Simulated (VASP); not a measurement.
Band structure of CoO (relaxed from the wurtzite structure, space group P6_3mc). Calculation: PBEsol GGA, VASP's PBE PAW potentials (set 64) (plane waves; VASP).

The moments were started parallel, and other spin orders were not tried in this run.

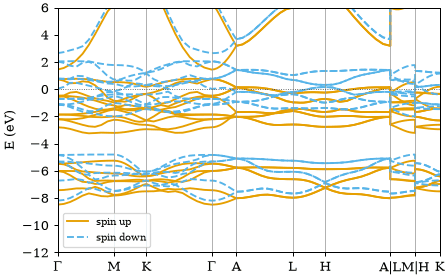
Bands along high-symmetry lines, zero at the valence-band maximum or, without a gap, the Fermi level

Task: Read the plot: is there a gap, and where are the band edges?

Result: It has no gap at this level: it comes out as a metal or semimetal. (Edges off the drawn lines would not show.)

The structure was generated: CoO was put into the wurtzite type (P6_3mc), which need not be its known phase. It was relaxed first, which changed the volume by -13 %.
